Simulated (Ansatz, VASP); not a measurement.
**Ni2C in two plane-wave programs**

Aim: how closely do two programs agree when they are given the same cell, functional and k mesh? The cell is invented: As first built, before any earlier steps moved the atoms: it takes the Cr2C structure with some of its atoms replaced by other elements, volume scaled by an estimate. It may not be a known or stable phase. The cell comes out of earlier VASP steps on this material, which relaxed, scaled or displaced it; both programs get it as it stands.

Calculated with Ansatz 0.2.0; plane waves, with VASP 6.6.1 beside it; relaxation of cell and atoms at PBE.

### 1. The structure

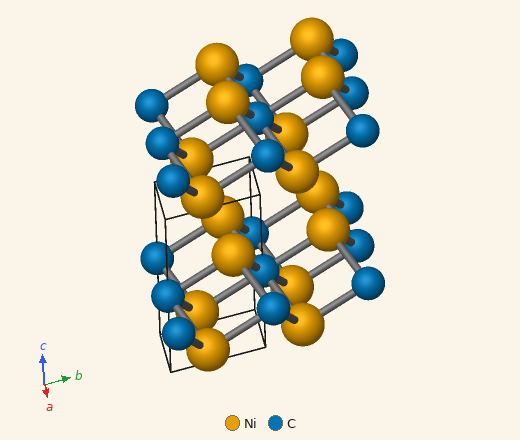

The cell as given, slightly off an axis (nickel orange, carbon blue). 2×2×2 cells are drawn. Some periodic images of atoms are drawn too.

Structure file:

```cif
data_structure
_symmetry_space_group_name_H-M 'P-3m1'
_symmetry_Int_Tables_number 164
_cell_length_a 2.8835
_cell_length_b 2.8835
_cell_length_c 4.0151
_cell_angle_alpha 90.000
_cell_angle_beta 90.000
_cell_angle_gamma 120.000
_cell_volume 28.91
loop_
_atom_site_label
_atom_site_type_symbol
_atom_site_symmetry_multiplicity
_atom_site_Wyckoff_symbol
_atom_site_fract_x
_atom_site_fract_y
_atom_site_fract_z
_atom_site_occupancy
Ni1 Ni 2 d 0.66667 0.33333 0.25844 1
C1 C 1 b 0.00000 0.00000 0.50000 1
```

### 2. VASP: relaxation of cell and atoms, PBE

The relaxed volume is the usual yardstick between codes: its relative difference is about their pressure difference at one cell divided by the bulk modulus.

Lines of VASP's logs that name or quote its potential files are left out, and so is its time.

File INCAR:

```
SYSTEM = Ni2C
PREC = Accurate
ENCUT = 520
EDIFF = 1E-06
NELM = 100
ISMEAR = -1
SIGMA = 0.05
LREAL = .FALSE.
ALGO = Normal
GGA = PE
ISPIN = 2
MAGMOM = 1 1 0
LMAXMIX = 4
LORBIT = 11
LWAVE = .FALSE.
LCHARG = .FALSE.
KPAR = 4
IBRION = 2
NSW = 60
ISIF = 3
EDIFFG = -0.01
```

File POSCAR:

```
Ni2C
1.0
    2.8834800917     -0.0000000659      0.0000000000
   -1.4417406563      2.4971678440      0.0000000000
    0.0000000000      0.0000000000      4.0150830843
Ni C
2 1
Direct
    0.6666666700      0.3333333300      0.2584423073
    0.3333333300      0.6666666700      0.7415576927
    0.0000000000      0.0000000000      0.5000000000
```

File KPOINTS:

```
Automatic mesh
0
Gamma
9 9 6
0 0 0
```

Potentials, in the order of the species: Ni and C (PBE family, release 64).

Launch:

```bash
mpirun -np 4 vasp_std
```

Numbers of over 12 decimals in the logs are rounded to 6 here.

Output:

```text
[banner, memory and clock lines left out]
running    4 mpi-ranks, on    1 nodes
 distrk:  each k-point on    1 cores,    4 groups
 distr:  one band on    1 cores,    1 groups

 POSCAR found type information on POSCAR NiC
 POSCAR found :  2 types and       3 ions
 LDA part: xc-table for (Slater+PW92), standard interpolation
 POSCAR, INCAR and KPOINTS ok, starting setup
 FFT: planning ... GRIDC
 FFT: planning ... GRID_SOFT
 FFT: planning ... GRID
 WAVECAR not read
 entering main loop
       N       E                     dE             d eps       ncg     rms          rms(c)
DAV:   1     0.125618104962E+03    0.12562E+03   -0.11997E+04  4248   0.194E+03
DAV:   2    -0.149627644169E+02   -0.14058E+03   -0.13529E+03  4331   0.311E+02
DAV:   3    -0.236261657505E+02   -0.86634E+01   -0.84323E+01  4690   0.911E+01
DAV:   4    -0.238605854040E+02   -0.23442E+00   -0.23375E+00  5055   0.146E+01
DAV:   5    -0.238665456840E+02   -0.59603E-02   -0.59588E-02  5072   0.215E+00    0.235E+01
DAV:   6    -0.242058712438E+02   -0.33933E+00   -0.44038E+01  5306   0.144E+02    0.209E+01
DAV:   7    -0.191683722670E+02    0.50375E+01   -0.16978E+01  5007   0.884E+01    0.439E+00
DAV:   8    -0.192097165386E+02   -0.41344E-01   -0.10415E+00  4429   0.805E+00    0.200E+00
DAV:   9    -0.191952684996E+02    0.14448E-01   -0.26420E-02  6233   0.265E+00    0.503E-01
DAV:  10    -0.191951829594E+02    0.85540E-04   -0.44459E-03  4461   0.628E-01    0.198E-01
DAV:  11    -0.191951256600E+02    0.57299E-04   -0.13888E-04  5287   0.138E-01    0.664E-02
DAV:  12    -0.191951306412E+02   -0.49813E-05   -0.42276E-05  6308   0.816E-02    0.283E-02
DAV:  13    -0.191951318183E+02   -0.11770E-05   -0.93515E-06  4794   0.497E-02    0.106E-02
DAV:  14    -0.191951318043E+02    0.13958E-07   -0.59759E-07  2334   0.171E-02
   1 F= -.19195132E+02 E0= -.19190636E+02  d E =-.191951E+02  mag=    -0.0000
[... from here on, the cycles between the ionic steps are left out ...]
   2 F= -.19195390E+02 E0= -.19190787E+02  d E =-.258462E-03  mag=    -0.0000
   3 F= -.19195424E+02 E0= -.19190847E+02  d E =-.292496E-03  mag=     0.0000
   4 F= -.19195696E+02 E0= -.19191031E+02  d E =-.272098E-03  mag=    -0.0000
   6 F= -.19195820E+02 E0= -.19191041E+02  d E =-.277716E-04  mag=    -0.0000
   7 F= -.19195820E+02 E0= -.19191042E+02  d E =-.281864E-04  mag=     0.0000
   8 F= -.19195787E+02 E0= -.19191013E+02  d E =0.328860E-04  mag=     0.0000
   9 F= -.19195807E+02 E0= -.19191031E+02  d E =0.126946E-04  mag=     0.0000
  10 F= -.19195815E+02 E0= -.19191038E+02  d E =0.476287E-05  mag=     0.0000
  11 F= -.19195817E+02 E0= -.19191040E+02  d E =0.272091E-05  mag=    -0.0000
  12 F= -.19195819E+02 E0= -.19191041E+02  d E =0.124017E-05  mag=    -0.0000
  13 F= -.19195819E+02 E0= -.19191041E+02  d E =0.757281E-06  mag=    -0.0000
  14 F= -.19195820E+02 E0= -.19191042E+02  d E =0.952755E-07  mag=    -0.0000
  15 F= -.19195820E+02 E0= -.19191042E+02  d E =0.533592E-06  mag=     0.0000
  16 F= -.19195820E+02 E0= -.19191041E+02  d E =0.553272E-06  mag=    -0.0000
  17 F= -.19195819E+02 E0= -.19191041E+02  d E =0.653290E-06  mag=     0.0000
  18 F= -.19195819E+02 E0= -.19191041E+02  d E =0.641659E-06  mag=     0.0000
 curvature:  -0.00 expect dE=-0.108E-06 dE for cont linesearch -0.142E-08
 trial: gam= 0.94772 g(F)=  0.202E-04 g(S)=  0.317E-04 ort =-0.697E-05 (trialstep = 0.514E+00)
 search vector abs. value=  0.103E-03
 bond charge predicted
       N       E                     dE             d eps       ncg     rms          rms(c)
DAV:   1    -0.191958424153E+02   -0.22996E-04   -0.52262E-03  4365   0.538E-01    0.312E-02
DAV:   2    -0.191958358645E+02    0.65508E-05   -0.94792E-05  5434   0.124E-01    0.157E-02
DAV:   3    -0.191958340540E+02    0.18104E-05   -0.99477E-06  5984   0.633E-02    0.119E-02
DAV:   4    -0.191958322952E+02    0.17589E-05   -0.39171E-06  4184   0.421E-02    0.409E-03
DAV:   5    -0.191958319900E+02    0.30522E-06   -0.58429E-07  2164   0.950E-03
  19 F= -.19195832E+02 E0= -.19191042E+02  d E =-.125748E-04  mag=     0.0000
 trial-energy change:   -0.000013  1 .order   -0.000014   -0.000023   -0.000005
 step:   0.6540(harm=  0.6540)  dis= 0.00092  next Energy=   -19.195834 (dE=-0.148E-04)
 reached required accuracy - stopping structural energy minimisation
```

OUTCAR, selected parts (step 2):

```text
ion  position               nearest neighbor table
   1  0.667  0.333  0.258-   3 1.93   3 1.93   3 1.93   2 2.56   2 2.56   2 2.56   2 2.66   2 2.66
                             2 2.66
   2  0.333  0.667  0.742-   3 1.93   3 1.93   3 1.93   1 2.56   1 2.56   1 2.56   1 2.66   1 2.66
                             1 2.66
   3  0.000  0.000  0.500-   1 1.93   2 1.93   2 1.93   1 1.93   1 1.93   2 1.93

  LATTYP: Found a hexagonal cell.
 ALAT       =     2.8834800917
 C/A-ratio  =     1.3924434907

 Subroutine GETGRP returns: Found 12 space group operations
 (whereof 12 operations were pure point group operations)

The static configuration has the point symmetry D_3d.

 Found     62 irreducible k-points:

   k-points           NKPTS =     62   k-points in BZ     NKDIM =     62   number of bands    NBANDS=     17

   dimension x,y,z NGX =    24 NGY =   24 NGZ =   30
   dimension x,y,z NGXF=    48 NGYF=   48 NGZF=   60

   ENCUT  =  520.0 eV  38.22 Ry    6.18 a.u.   5.36  5.36  7.47*2*pi/ulx,y,z

   NELECT =      24.0000    total number of electrons

 k-points in reciprocal lattice and weights: Automatic mesh
   0.00000000  0.00000000  0.00000000       0.002
   0.11111111 -0.00000000  0.00000000       0.012
   0.22222222 -0.00000000  0.00000000       0.012
   0.33333333  0.00000000  0.00000000       0.012
   0.44444444 -0.00000000  0.00000000       0.012
   0.11111111  0.11111111  0.00000000       0.012
   0.22222222  0.11111111  0.00000000       0.025
   0.33333333  0.11111111  0.00000000       0.025
   0.44444444  0.11111111  0.00000000       0.012
[...]
0.33333333  0.22222222  0.50000000       0.025
   0.33333333  0.33333333  0.50000000       0.004

 average (electrostatic) potential at core
       1 -82.8658       2 -82.8658       3 -46.8858

 E-fermi :   9.3001

 spin component 1
 k-point     1 :       0.0000    0.0000    0.0000
  band No.  band energies     occupation
    ...
      8       6.6054      1.00000
      9       6.6054      1.00000
     10       7.2836      1.00000
     11       7.5851      1.00000
     12       7.5851      1.00000
     13       9.8582      0.00001
     14      12.9998      0.00000
     15      12.9998      0.00000
     16      19.2183      0.00000
     17      21.4870      0.00000

 k-point     2 :       0.1111   -0.0000    0.0000
  band No.  band energies     occupation
    ...
      8       6.5713      1.00000
      9       6.6717      1.00000
     10       7.1467      1.00000
     11       7.6727      1.00000
     12       8.3098      1.00000
     13       9.9345      0.00000
     14      12.3993      0.00000
     15      12.7243      0.00000
     16      19.8507      0.00000
     17      21.1044      0.00000

 k-point     3 :       0.2222   -0.0000    0.0000
  band No.  band energies     occupation
    ...
      7       6.5097      1.00000
      8       6.5145      1.00000
      9       6.8985      1.00000
     10       7.3504      1.00000
     11       7.8370      1.00000
     12       9.5158      0.01320
     13      10.1098      0.00000
     14      11.1471      0.00000
     15      12.0173      0.00000
     16      19.5682      0.00000
    ...

 k-point     4 :       0.3333    0.0000    0.0000
  band No.  band energies     occupation
    ...
      7       6.5381      1.00000
      8       6.7911      1.00000
      9       7.1855      1.00000
     10       7.5896      1.00000
     11       7.9690      1.00000
     12       9.4664      0.03469
     13      10.0097      0.00000
     14      11.1509      0.00000
     15      11.6277      0.00000
     16      17.7695      0.00000
    ...

 k-point     5 :       0.4444   -0.0000    0.0000
  band No.  band energies     occupation
    ...
      8       7.1231      1.00000
      9       7.3935      1.00000
     10       7.8963      1.00000
     11       8.0381      1.00000
     12       8.4867      1.00000
     13       9.9404      0.00000
     14      10.4906      0.00000
     15      13.4591      0.00000
     16      15.8237      0.00000
     17      18.7936      0.00000

 k-point     6 :       0.1111    0.1111    0.0000
  band No.  band energies     occupation
    ...
      8       6.5137      1.00000
      9       6.8434      1.00000
     10       7.2844      1.00000
     11       7.7859      1.00000
     12       9.2302      0.80181
     13      10.0378      0.00000
     14      11.5997      0.00000
     15      12.0627      0.00000
     16      20.4548      0.00000
     17      20.8377      0.00000

  Total        0.0151580      0.0151581     -0.0007739     -0.0000000     -0.0000000      0.0000000
  in kB        0.8375640      0.8375646     -0.0427617     -0.0000002     -0.0000000      0.0000000
  external PRESSURE =       0.5441223 kB  Pullay stress =       0.0000000 kB

  energy-cutoff  :      520.00
  volume of cell :       29.00
      direct lattice vectors                 reciprocal lattice vectors
     2.895598712 -0.000000069  0.000000000     0.345351726  0.199388930 -0.000000000
    -1.447799972  2.507662889 -0.000000000     0.000000010  0.398777690  0.000000000
     0.000000000 -0.000000000  3.993264758    -0.000000000  0.000000000  0.250421663

 POSITION                                       TOTAL-FORCE (eV/Angst)
 -----------------------------------------------------------------------------------
      1.44780      0.83589      1.03479        -0.000000     -0.000000     -0.001706
     -0.00000      1.67178      2.95848         0.000000      0.000000      0.001706
      0.00000     -0.00000      1.99663         0.000000     -0.000000      0.000000
 -----------------------------------------------------------------------------------
    total drift:                                0.000000      0.000000      0.000000

  FREE ENERGIE OF THE ION-ELECTRON SYSTEM (eV)
  ---------------------------------------------------
  free  energy   TOTEN  =       -19.1958319900 eV

  energy  without entropy=      -19.1862515755  energy(sigma->0) =      -19.19104178

 reached required accuracy - stopping structural energy minimisation

 total charge
# of ion       s       p       d       tot
------------------------------------------
    1        0.465   0.609   8.435   9.510
    2        0.465   0.609   8.435   9.510
    3        0.894   1.459   0.000   2.353
--------------------------------------------------
tot          1.824   2.677  16.871  21.372

 magnetization (x)
# of ion       s       p       d       tot
------------------------------------------
    1       -0.000  -0.000   0.000   0.000
    2       -0.000  -0.000   0.000   0.000
    3       -0.000   0.000   0.000   0.000
--------------------------------------------------
tot         -0.000   0.000   0.000   0.000

[... 1 further part left out ...]
```

[end of part 1 of 2]

[Lines on the potential files, build, host, timing and source positions are cut from VASP's logs without a mark.]

[Logs are printed without paths, hosts, clocks, repeated set-up lines and the standing remarks that a program may print on its own settings, such as how far it seeks lower states.]

[Hosts, paths, dates, database ids (printed as entryN), source tags and the programs' standing remarks are cut or masked in the printed files.]
